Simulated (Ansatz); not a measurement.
## Fields on a plane of CdS (wurtzite)

```
CdS
1.0
    4.19618     0.00000     0.00000
   -2.09809     3.63400     0.00000
    0.00000     0.00000     6.82953
Cd S
2 2
Direct
  0.33333   0.66667   0.99917
  0.66667   0.33333   0.49917
  0.33333   0.66667   0.37563
  0.66667   0.33333   0.87563
```

The slice is a (0001) plane (indices of the conventional cell) through the point (0.667, 0.333, 0.876) (fractional), spanned by u = [110] and v = [1 -1 0] in vectors of this cell: u (4.20 Å) and v (7.27 Å, at 90° to u). It covers one period; positions are fractions (u, v).

Atoms on it: S at (0.00, 0.00); S at (0.50, 0.50). Other atoms lie within 1 Å of the plane.

The numbers are results of PBE (plane waves to 420 eV, PAW, scalar-relativistic; Ansatz, a quantum-chemistry and plane-wave program), not measurements. k mesh 9×9×5. Near the nuclei the fields are pseudised (PAW); where an atom keeps semicore shells as valence, they peak there. CdS was relaxed with its symmetry unable to fall.

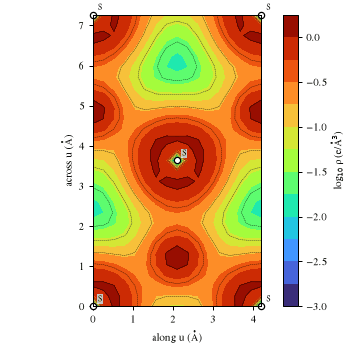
Figure. Log₁₀ of the valence density in e/Å³, one period of the plane, atoms marked. The scale is logarithmic, as a density can span decades between atoms and voids; values under 0.001 e/Å³ are set to 0.001.

```tsv
v \ u	0.00	0.12	0.25	0.38	0.50	0.62	0.75	0.88
0.96	0.077	0.125	0.028	0.008	0.010	0.008	0.028	0.125
0.86	0.013	0.013	0.008	0.006	0.006	0.006	0.008	0.013
0.75	0.021	0.020	0.013	0.007	0.006	0.007	0.013	0.020
0.64	0.029	0.023	0.008	0.016	0.037	0.016	0.008	0.023
0.54	0.019	0.010	0.014	0.091	0.086	0.091	0.014	0.010
0.43	0.007	0.007	0.022	0.092	0.097	0.092	0.022	0.007
0.32	0.006	0.006	0.008	0.007	0.004	0.007	0.008	0.006
0.21	0.008	0.008	0.014	0.026	0.028	0.026	0.014	0.008
0.11	0.087	0.036	0.004	0.019	0.028	0.019	0.004	0.036
0.00	0.039	0.113	0.024	0.009	0.013	0.009	0.024	0.113
```

Values: density of the lowest conduction band (whole band as if filled, smooth part) in e/Å³.
